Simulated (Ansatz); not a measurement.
# BGeN (singlet): B2PLYP, RPA-PBE over vertical spin and charge gaps and displaced geometries, cc-pVDZ

Aim: run BGeN (singlet) with these functionals over vertical spin and charge gaps and displaced geometries, and hold them against the top wave-function level at the same points.

Method: cc-pVDZ, all electrons in the functionals, frozen cores in the correlation of double hybrids and RPA; program: Ansatz 0.2.0, Gaussian basis.

The runs, in order: B2PLYP, RPA-PBE, at charge 0, singlet; charge 0, triplet; charge 1, doublet; displaced geometry v1; displaced geometry v2.

19 further runs of the same task are left out: 9 that didn't finish, 10 set aside as unsound or not needed.

## (1) The system

The geometry is a PBE0/def2-TZVP stationary point (not a proven minimum). No spin-orbit coupling is included. The filled d shell of Ge may be among the frozen orbitals whatever the setting's name suggests; the logs give the count.

3 atoms, charge 0, spin multiplicity 1.

Atoms are counted from 1 here; the program's logs count them from 0.

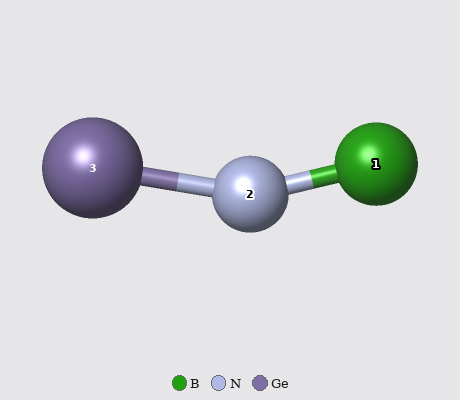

The structure; boron green, nitrogen light blue, germanium purple; atoms are numbered from 1 in the order of the file.

No dispersion term is added.

The geometry shown and the zero of energy belong to the point charge 0, singlet. The yardstick, RCCSD(T), and other wave-function levels (R restricted, U unrestricted, valence and pair active spaces) come from earlier runs.

## (2) B2PLYP, charge 0, singlet

File in.yaml:

```yaml
crystal:
  periodic: [false, false, false]
  atoms:
    - {symbol: B, position_ang: [0.000000, -0.166299, 1.432524]}
    - {symbol: N, position_ang: [0.000000, 0.193885, 0.118033]}
    - {symbol: Ge, position_ang: [0.000000, -0.027586, -1.550557]}
basis:
  gaussian: {orbitals: cc-pVDZ}
hamiltonian: {xc: {name: B2PLYP}}
correlation: {electrons: outside_noble_gas}
```

Started as:

```console
$ ansatz run in.yaml --threads 1 --pin off --events-out ev --progress --plain --max-ram 2393MiB
```

Log:

```text
Functional definition: B2PLYP
  name "B2PLYP"
  cite "Grimme, J. Chem. Phys. 124, 034108 (2006) doi:10.1063/1.2148954"
  cite "Becke, Phys. Rev. A 38, 3098 (1988) doi:10.1103/PhysRevA.38.3098"
  cite "Lee, Yang & Parr, Phys. Rev. B 37, 785 (1988) doi:10.1103/PhysRevB.37.785"
  parameter a = 0.53
  parameter c = 0.27
  exchange = (1 - a)*b88_x + a*exact_x
  correlation = (1 - c)*lyp_c + c*(mp2_os + mp2_ss)
598 factors; integrals over basis functions are off by at most 9.5e-4 eV
mean field evaluation 1: about -58658.4733 eV, gradient 5.4e1 eV
mean field evaluation 2: about -58658.5186 eV, gradient 5.4e1 eV
mean field evaluation 4: about -58665.1865 eV, gradient 7.4e0 eV
mean field evaluation 8: about -58665.4276 eV, gradient 4.4e-1 eV
mean field evaluation 16: about -58665.4283 eV, gradient 2.3e-4 eV
mean field -58665.42828728 eV, -2155.9147247019 hartree, gradient 4.9e-7 eV, S^2 0.000000; 0 other end points of the search recorded, 0 dependent functions left out
16 core orbitals not correlated: weight in the atoms' cores, before any rotation towards them, 0.994 or more for the frozen orbitals, at most 0.004 for the correlated occupied ones
reference -58665.42840914 eV, -2155.9147291804 hartree; 6, 6 occupied and 33, 33 virtual orbitals, 598 factors
second order -10.37990612 eV of doubles, -0.00000000 eV of singles
Total energy: -58668.23098380 eV, -2156.0177218993 hartree
```

Run time: 4.1 s. Hardware: 1 thread of Intel Xeon at 2.50GHz, shared host.

## (3) B2PLYP, charge 0, triplet

Changes to in.yaml since step 2:

```diff
@@ -8,2 +8,3 @@
   gaussian: {orbitals: cc-pVDZ}
+magnetization: {spin_polarized: true, initial_magnetization: 2}
 hamiltonian: {xc: {name: B2PLYP}}
```

Same command.

Log (excerpt; [...] marks lines left out):

```text
Functional definition: B2PLYP
  name "B2PLYP"
  cite "Grimme, J. Chem. Phys. 124, 034108 (2006) doi:10.1063/1.2148954"
  cite "Becke, Phys. Rev. A 38, 3098 (1988) doi:10.1103/PhysRevA.38.3098"
  cite "Lee, Yang & Parr, Phys. Rev. B 37, 785 (1988) doi:10.1103/PhysRevB.37.785"
[...]
598 factors; integrals over basis functions are off by at most 9.5e-4 eV
[...]
mean field -58664.30831196 eV, -2155.8735663680 hartree, gradient 1.1e-7 eV, S^2 2.063457; 3 other end points of the search recorded, 0 dependent functions left out
16 core orbitals not correlated: weight in the atoms' cores, before any rotation towards them, 0.994 or more for the frozen orbitals, at most 0.006 for the correlated occupied ones
reference -58664.30843374 eV, -2155.8735708437 hartree; 7, 5 occupied and 32, 34 virtual orbitals, 598 factors
second order -9.56150409 eV of doubles, -0.00000000 eV of singles
Total energy: -58666.89003985 eV, -2155.9684431181 hartree
```

Wall time 14 s (1 thread of Intel Xeon at 2.50GHz, shared host).

From the report: ⟨S²⟩ of the determinant 2.063 (pure triplet: 2.00).

From charge 0, singlet: +129.4 kJ/mol.

## (4) B2PLYP, charge 1, doublet

Changes to in.yaml since step 3:

```diff
@@ -8,3 +8,4 @@
   gaussian: {orbitals: cc-pVDZ}
-magnetization: {spin_polarized: true, initial_magnetization: 2}
+total_charge: 1
+magnetization: {spin_polarized: true, initial_magnetization: 1}
 hamiltonian: {xc: {name: B2PLYP}}
```

The command is unchanged.

Log (excerpt; [...] marks lines left out):

```text
Functional definition: B2PLYP
  name "B2PLYP"
  cite "Grimme, J. Chem. Phys. 124, 034108 (2006) doi:10.1063/1.2148954"
  cite "Becke, Phys. Rev. A 38, 3098 (1988) doi:10.1103/PhysRevA.38.3098"
  cite "Lee, Yang & Parr, Phys. Rev. B 37, 785 (1988) doi:10.1103/PhysRevB.37.785"
[...]
598 factors; integrals over basis functions are off by at most 9.5e-4 eV
[...]
mean field -58658.06778825 eV, -2155.6442313518 hartree, gradient 7.8e-6 eV, S^2 0.759951; 0 other end points of the search recorded, 0 dependent functions left out
16 core orbitals not correlated: weight in the atoms' cores, before any rotation towards them, 0.994 or more for the frozen orbitals, at most 0.004 for the correlated occupied ones
reference -58658.06791519 eV, -2155.6442360166 hartree; 6, 5 occupied and 33, 34 virtual orbitals, 598 factors
second order -9.13173979 eV of doubles, -0.00000000 eV of singles
Total energy: -58660.53348493 eV, -2155.7348440335 hartree
```

Run time: 6 s. Hardware: 1 thread of Intel Xeon at 2.50GHz, shared host.

From the report: ⟨S²⟩ of the determinant 0.760 (pure doublet: 0.75).

From charge 0, singlet: +742.7 kJ/mol.

## (5) B2PLYP, displaced geometry v1

File in.yaml:

```yaml
crystal:
  periodic: [false, false, false]
  atoms:
    - {symbol: B, position_ang: [-0.015433, -0.175307, 1.454164]}
    - {symbol: N, position_ang: [-0.016266, 0.168734, 0.128520]}
    - {symbol: Ge, position_ang: [0.031698, 0.006573, -1.582684]}
basis:
  gaussian: {orbitals: cc-pVDZ}
hamiltonian: {xc: {name: B2PLYP}}
correlation: {electrons: outside_noble_gas}
```

The command is unchanged.

Log (excerpt; [...] marks lines left out):

```text
Functional definition: B2PLYP
  name "B2PLYP"
  cite "Grimme, J. Chem. Phys. 124, 034108 (2006) doi:10.1063/1.2148954"
  cite "Becke, Phys. Rev. A 38, 3098 (1988) doi:10.1103/PhysRevA.38.3098"
  cite "Lee, Yang & Parr, Phys. Rev. B 37, 785 (1988) doi:10.1103/PhysRevB.37.785"
[...]
598 factors; integrals over basis functions are off by at most 9.5e-4 eV
[...]
mean field -58665.40000811 eV, -2155.9136854617 hartree, gradient 7.2e-6 eV, S^2 0.000000; 0 other end points of the search recorded, 0 dependent functions left out
16 core orbitals not correlated: weight in the atoms' cores, before any rotation towards them, 0.996 or more for the frozen orbitals, at most 0.003 for the correlated occupied ones
reference -58665.40012984 eV, -2155.9136899353 hartree; 6, 6 occupied and 33, 33 virtual orbitals, 598 factors
second order -10.53991123 eV of doubles, -0.00000000 eV of singles
Total energy: -58668.24590587 eV, -2156.0182702755 hartree
```

Run time: 4.5 s. Hardware: 1 thread of Intel Xeon at 2.50GHz, shared host.

From charge 0, singlet: -1.4 kJ/mol.

## (6) B2PLYP, displaced geometry v2

File in.yaml:

```yaml
crystal:
  periodic: [false, false, false]
  atoms:
    - {symbol: B, position_ang: [0.089476, -0.138433, 2.408146]}
    - {symbol: N, position_ang: [-0.075398, 0.230124, 1.105248]}
    - {symbol: Ge, position_ang: [0.001222, -0.023770, -0.571522]}
basis:
  gaussian: {orbitals: cc-pVDZ}
hamiltonian: {xc: {name: B2PLYP}}
correlation: {electrons: outside_noble_gas}
```

Launched as before.

Log (excerpt; [...] marks lines left out):

```text
Functional definition: B2PLYP
  name "B2PLYP"
  cite "Grimme, J. Chem. Phys. 124, 034108 (2006) doi:10.1063/1.2148954"
  cite "Becke, Phys. Rev. A 38, 3098 (1988) doi:10.1103/PhysRevA.38.3098"
  cite "Lee, Yang & Parr, Phys. Rev. B 37, 785 (1988) doi:10.1103/PhysRevB.37.785"
[...]
598 factors; integrals over basis functions are off by at most 9.1e-4 eV
[...]
mean field -58665.41753878 eV, -2155.9143297019 hartree, gradient 7.7e-6 eV, S^2 0.000000; 0 other end points of the search recorded, 0 dependent functions left out
16 core orbitals not correlated: weight in the atoms' cores, before any rotation towards them, 0.995 or more for the frozen orbitals, at most 0.003 for the correlated occupied ones
reference -58665.41766035 eV, -2155.9143341694 hartree; 6, 6 occupied and 33, 33 virtual orbitals, 598 factors
second order -10.44385703 eV of doubles, -0.00000000 eV of singles
Total energy: -58668.23750174 eV, -2156.0179614294 hartree
```

Wall time 4.2 s (1 thread of Intel Xeon at 2.50GHz, shared host).

From charge 0, singlet: -0.6 kJ/mol.

## (7) RPA-PBE, charge 0, singlet

File in.yaml:

```yaml
crystal:
  periodic: [false, false, false]
  atoms:
    - {symbol: B, position_ang: [0.000000, -0.166299, 1.432524]}
    - {symbol: N, position_ang: [0.000000, 0.193885, 0.118033]}
    - {symbol: Ge, position_ang: [0.000000, -0.027586, -1.550557]}
basis:
  gaussian: {orbitals: cc-pVDZ}
hamiltonian: {xc: {name: PBE}}
correlation: {method: rpa, electrons: outside_noble_gas}
```

The command is unchanged.

Log (excerpt; [...] marks lines left out):

```text
Functional definition: PBE
  name "PBE"
  cite "Perdew, Burke & Ernzerhof, Phys. Rev. Lett. 77, 3865 (1996) doi:10.1103/PhysRevLett.77.3865"
  parent pbe
[...]
598 factors; integrals over basis functions are off by at most 9.5e-4 eV
[...]
mean field -58670.20286829 eV, -2156.0901873179 hartree, gradient 2.7e-6 eV, S^2 0.000000; 4 other end points of the search recorded, 0 dependent functions left out
16 core orbitals not correlated: weight in the atoms' cores, before any rotation towards them, 0.991 or more for the frozen orbitals, at most 0.006 for the correlated occupied ones
reference -58623.48233665 eV, -2154.3732394484 hartree; 6, 6 occupied and 33, 33 virtual orbitals, 598 factors
Total energy: -58636.76277893 eV, -2154.8612867004 hartree
```

Run time: 7.5 s. Hardware: 1 thread of Intel Xeon at 2.50GHz, shared host.

## (8) RPA-PBE, charge 0, triplet

Changes to in.yaml since step 7:

```diff
@@ -8,2 +8,3 @@
   gaussian: {orbitals: cc-pVDZ}
+magnetization: {spin_polarized: true, initial_magnetization: 2}
 hamiltonian: {xc: {name: PBE}}
```

Launched as before.

Log (excerpt; [...] marks lines left out):

```text
Functional definition: PBE
  name "PBE"
  cite "Perdew, Burke & Ernzerhof, Phys. Rev. Lett. 77, 3865 (1996) doi:10.1103/PhysRevLett.77.3865"
  parent pbe
[...]
598 factors; integrals over basis functions are off by at most 9.5e-4 eV
[...]
mean field -58669.10442005 eV, -2156.0498200896 hartree, gradient 5.3e-7 eV, S^2 2.021292; 5 other end points of the search recorded, 0 dependent functions left out
16 core orbitals not correlated: weight in the atoms' cores, before any rotation towards them, 0.991 or more for the frozen orbitals, at most 0.008 for the correlated occupied ones
reference -58622.78117831 eV, -2154.3474723548 hartree; 7, 5 occupied and 32, 34 virtual orbitals, 598 factors
Total energy: -58635.22557988 eV, -2154.8047956773 hartree
```

Wall time 11 s (1 thread of Intel Xeon at 2.50GHz, shared host).

From the report: ⟨S²⟩ of the determinant 2.021 (pure triplet: 2.00).

From charge 0, singlet: +148.3 kJ/mol.

## (9) RPA-PBE, charge 1, doublet

Changes to in.yaml since step 8:

```diff
@@ -8,3 +8,4 @@
   gaussian: {orbitals: cc-pVDZ}
-magnetization: {spin_polarized: true, initial_magnetization: 2}
+total_charge: 1
+magnetization: {spin_polarized: true, initial_magnetization: 1}
 hamiltonian: {xc: {name: PBE}}
```

Same command.

Log (excerpt; [...] marks lines left out):

```text
Functional definition: PBE
  name "PBE"
  cite "Perdew, Burke & Ernzerhof, Phys. Rev. Lett. 77, 3865 (1996) doi:10.1103/PhysRevLett.77.3865"
  parent pbe
[...]
598 factors; integrals over basis functions are off by at most 9.5e-4 eV
[...]
mean field -58662.46618678 eV, -2155.8058695163 hartree, gradient 7.8e-6 eV, S^2 0.761354; 0 other end points of the search recorded, 0 dependent functions left out
16 core orbitals not correlated: weight in the atoms' cores, before any rotation towards them, 0.991 or more for the frozen orbitals, at most 0.006 for the correlated occupied ones
reference -58617.00195927 eV, -2154.1350899721 hartree; 6, 5 occupied and 33, 34 virtual orbitals, 598 factors
Total energy: -58628.81016941 eV, -2154.5690336910 hartree
```

Wall time 4.1 s (1 thread of Intel Xeon at 2.50GHz, shared host).

From the report: ⟨S²⟩ of the determinant 0.761 (pure doublet: 0.75).

From charge 0, singlet: +767.3 kJ/mol.

## (10) RPA-PBE, displaced geometry v1

File in.yaml:

```yaml
crystal:
  periodic: [false, false, false]
  atoms:
    - {symbol: B, position_ang: [-0.015433, -0.175307, 1.454164]}
    - {symbol: N, position_ang: [-0.016266, 0.168734, 0.128520]}
    - {symbol: Ge, position_ang: [0.031698, 0.006573, -1.582684]}
basis:
  gaussian: {orbitals: cc-pVDZ}
hamiltonian: {xc: {name: PBE}}
correlation: {method: rpa, electrons: outside_noble_gas}
```

The command is unchanged.

Log (excerpt; [...] marks lines left out):

```text
Functional definition: PBE
  name "PBE"
  cite "Perdew, Burke & Ernzerhof, Phys. Rev. Lett. 77, 3865 (1996) doi:10.1103/PhysRevLett.77.3865"
  parent pbe
[...]
598 factors; integrals over basis functions are off by at most 9.5e-4 eV
[...]
mean field -58670.23056218 eV, -2156.0912050496 hartree, gradient 1.9e-6 eV, S^2 0.000000; 4 other end points of the search recorded, 0 dependent functions left out
16 core orbitals not correlated: weight in the atoms' cores, before any rotation towards them, 0.993 or more for the frozen orbitals, at most 0.005 for the correlated occupied ones
reference -58623.39934708 eV, -2154.3701896379 hartree; 6, 6 occupied and 33, 33 virtual orbitals, 598 factors
Total energy: -58636.80354502 eV, -2154.8627848265 hartree
```

It took 9 s on 1 thread of Intel Xeon at 2.50GHz, shared host.

From charge 0, singlet: -3.9 kJ/mol.

## (11) RPA-PBE, displaced geometry v2

File in.yaml:

```yaml
crystal:
  periodic: [false, false, false]
  atoms:
    - {symbol: B, position_ang: [0.089476, -0.138433, 2.408146]}
    - {symbol: N, position_ang: [-0.075398, 0.230124, 1.105248]}
    - {symbol: Ge, position_ang: [0.001222, -0.023770, -0.571522]}
basis:
  gaussian: {orbitals: cc-pVDZ}
hamiltonian: {xc: {name: PBE}}
correlation: {method: rpa, electrons: outside_noble_gas}
```

Launched as before.

Log (excerpt; [...] marks lines left out):

```text
Functional definition: PBE
  name "PBE"
  cite "Perdew, Burke & Ernzerhof, Phys. Rev. Lett. 77, 3865 (1996) doi:10.1103/PhysRevLett.77.3865"
  parent pbe
[...]
598 factors; integrals over basis functions are off by at most 9.1e-4 eV
[...]
mean field -58670.22113394 eV, -2156.0908585681 hartree, gradient 2.7e-6 eV, S^2 0.000000; 4 other end points of the search recorded, 0 dependent functions left out
16 core orbitals not correlated: weight in the atoms' cores, before any rotation towards them, 0.992 or more for the frozen orbitals, at most 0.006 for the correlated occupied ones
reference -58623.43073726 eV, -2154.3713432056 hartree; 6, 6 occupied and 33, 33 virtual orbitals, 598 factors
Total energy: -58636.77691867 eV, -2154.8618063261 hartree
```

Run time: 7.5 s. Hardware: 1 thread of Intel Xeon at 2.50GHz, shared host.

From charge 0, singlet: -1.4 kJ/mol.

## (12) Against the wave-function levels

No level is safe as a reference over these points; RCCSD(T) serves as a yardstick only. It comes from earlier runs at the same points. Energies in kJ/mol, counted from charge 0, singlet; blanks weren't run or aren't comparable.

| level | singlet to triplet | ionisation to the doublet cation | displacement v1 | displacement v2 |
| --- | --- | --- | --- | --- |
| RCCSD(T) |  | 743.4 | -2.3 | -1.0 |
| B2PLYP | 129.4 | 742.7 | -1.4 | -0.6 |
| RPA-PBE | 148.3 | 767.3 | -3.9 | -1.4 |

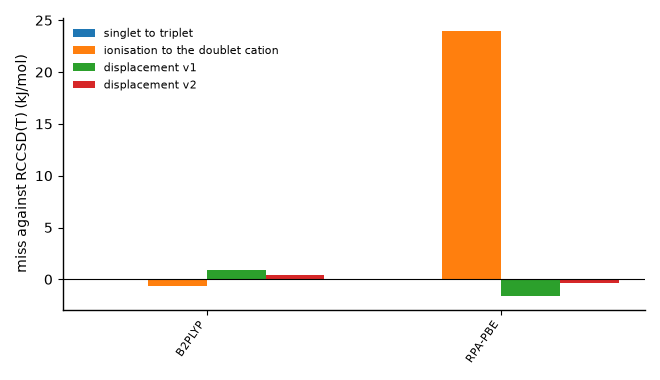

Misses of the gaps against RCCSD(T).

Largest miss and mean time a point (RCCSD(T) took 8.8 s a point; shared hosts):

| level | largest miss (kJ/mol) | where | time a point |
| --- | --- | --- | --- |
| B2PLYP | +0.9 | displacement v1 | 6.5 s |
| RPA-PBE | +24.0 | ionisation to the doublet cation | 7.7 s |

## (13) Results

```
                                  quantity                                            value
ionisation to the doublet cation, RCCSD(T)                                     743.4 kJ/mol
                 displacement v1, RCCSD(T)                                      -2.3 kJ/mol
                 displacement v2, RCCSD(T)                                      -1.0 kJ/mol
                      largest miss, B2PLYP                    +0.9 kJ/mol (displacement v1)
                     largest miss, RPA-PBE  +24.0 kJ/mol (ionisation to the doublet cation)
```

Misses are known at 3 of 4 points at best, and only functionals with that many are ranked. Of the functionals, B2PLYP keep the smallest largest miss at the points compared (at most 0.9 kJ/mol) and RPA-PBE strays most (24.0 kJ/mol, at ionisation to the doublet cation). Functionals and the yardstick converge differently with the basis, so part of each miss in cc-pVDZ is the basis. The yardstick itself may be off where one determinant is a poor start.
